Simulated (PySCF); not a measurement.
Consider MgSe.

```yaml
atoms:
  - { symbol: Mg, position_ang: [0.0000, 0.0000, -1.7368] }
  - { symbol: Se, position_ang: [0.0000, 0.0000, 0.5212] }
```

Method: PBE0/x2c-TZVPPall, spin-free X2C-1e, Gaussian nucleus, at a bond length of 2.258 Å in PySCF.

Question: What can the converged electron density and electron localisation function tell about the bonding?

Answer: Mg–Se (2.26 Å): ρ at the midpoint is about 0.47 e/Å³; the ELF reaches about 0.60 near the midpoint: a largely ionic contact.

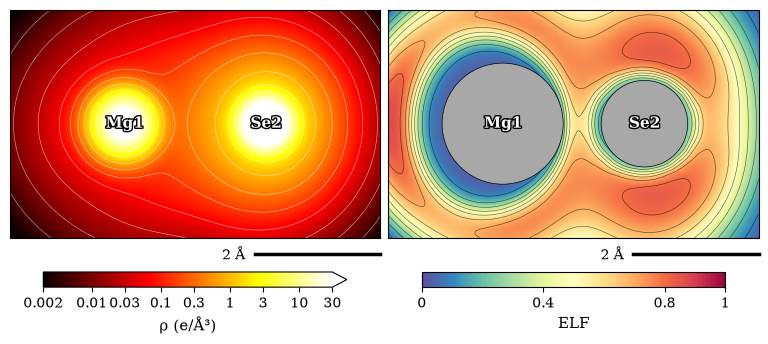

Computed electron density and electron localisation function on a plane that holds the molecular axis, in this order. Grey discs cover the atomic cores in the ELF map. 
